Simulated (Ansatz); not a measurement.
# BFH (SMILES [BH]F) (doublet): what the fields show

The calculation's input:

```
crystal:
  periodic: [false, false, false]
  atoms:
    - {symbol: B, position_ang: [0.077386, -0.459523, 0.722174]}
    - {symbol: F, position_ang: [-1.124730, -0.827230, 0.349675]}
    - {symbol: H, position_ang: [0.250274, 0.215693, 1.733591]}
basis:
  gaussian:
    orbitals: def2-TZVPD
hamiltonian:
  xc: {name: PBE0}
output: {forces: true, orbitals: {seedname: orbitals}}
magnetization:
  spin_polarized: true
  initial_magnetization: 1
```

Launched as:

```sh
ansatz run input.yaml --threads 1 --pin off --max-ram 2610MiB --events-out events.jsonl --progress --plain --runs-dir runs
```

Geometry: PBE-D3(BJ)/def2-SVP.

Method: Ansatz 0.2.0, isolated molecule in a Gaussian basis; Kohn-Sham density functional theory, functional PBE0.

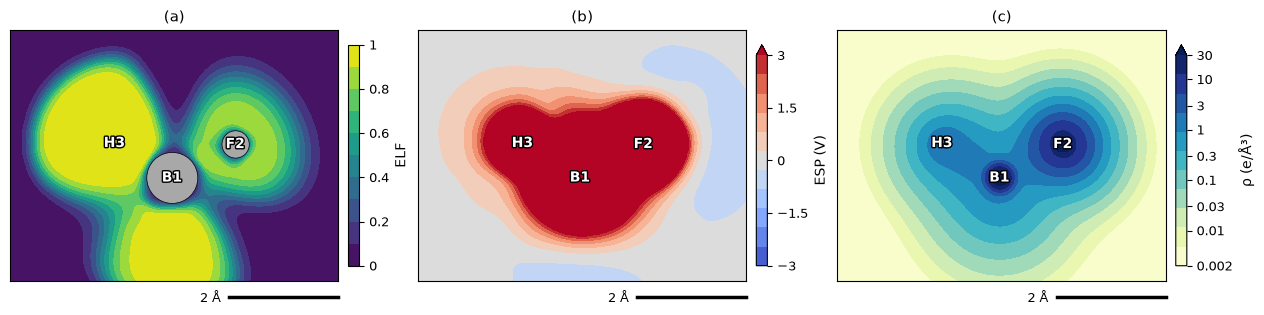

Figure 1. (a) electron localisation function; (b) molecular electrostatic potential; (c) total electron density on the molecular plane. Grey discs cover the atomic cores in the ELF map.

> What does the map show?

- Atoms in the plane: B, F and H.
- B–F (1.31 Å): the density is about 2.3 e/Å³ at the midpoint; the ELF peaks at about 0.85 between the atoms, as expected for a shared but strongly polarised pair.
- B–H (1.23 Å): the density is about 1.2 e/Å³ at the midpoint; the ELF climbs to about 1 towards the hydrogen, as it does in any bond to H: a covalent bond by its length.
- The ELF also peaks beside B1 and F2, away from the bonds: non-bonding electrons, paired or unpaired.
- Outside the dense part of the molecule the potential is most negative (−0.5 V) near F2.

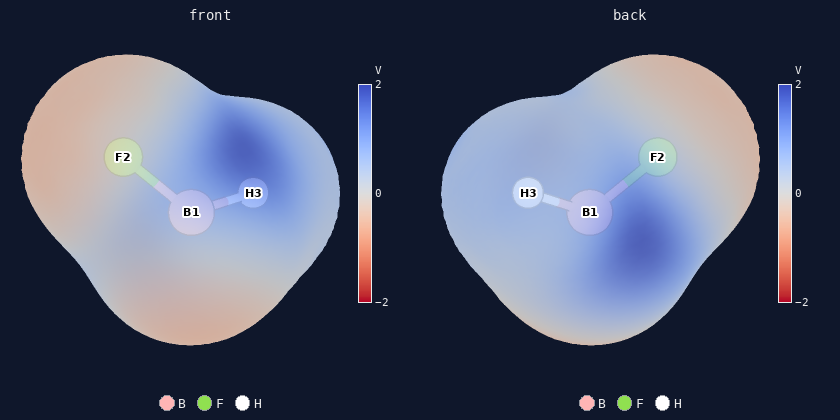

Figure 2. The molecular electrostatic potential painted on the density surface at 0.002 e/bohr³, seen from the front and from behind; red is negative and blue positive.

> Which sites attract a positive test charge, and which a negative one?

A positive charge is drawn to the negative regions and a negative charge to the positive ones. The most negative region (about −0.5 V) lies over H3, the most positive (about +1.8 V) over B1.

> What dipole moment does the calculation give?

Its dipole moment is 0.62 D.

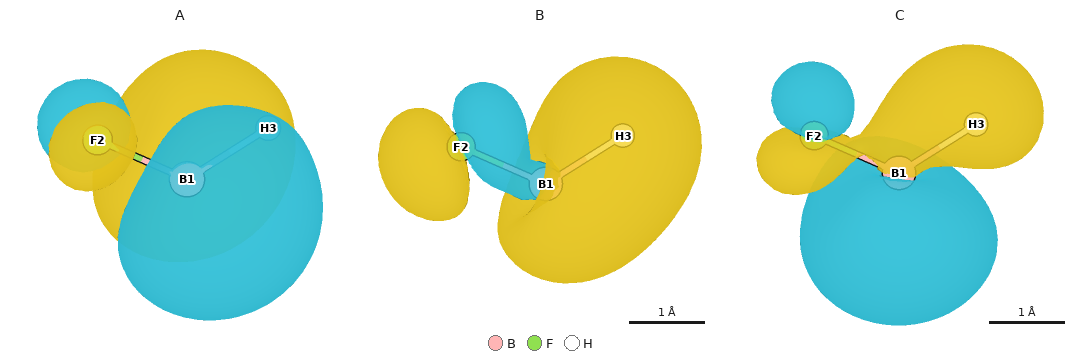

Figure 3. Three frontier orbitals at ±0.1 Å⁻³ᐟ² (yellow and cyan are the two phases), in no order.

> Which picture is the HOMO−1, the HOMO and the LUMO? All are α orbitals.

B is the HOMO−1 (α) (−12.21 eV). It lies mainly on B1 (about 45 %), H3 (about 30 %) and F2 (about 20 %); it is symmetric in the molecular plane (an in-plane orbital: σ, lone-pair or in-plane π type). C is the HOMO (α) (−6.30 eV). It lies mainly on B1 (about 75 %), H3 (about 15 %) and F2 (about 10 %); it is symmetric in the molecular plane (an in-plane orbital: σ, lone-pair or in-plane π type). A is the LUMO (α) (−1.57 eV). It lies mainly on B1 (about 80 %), F2 (about 10 %) and H3 (about 10 %); it changes sign across the molecular plane (π type).

> What is the gap between the highest occupied and lowest empty α orbitals?

4.73 eV between the orbital energies.
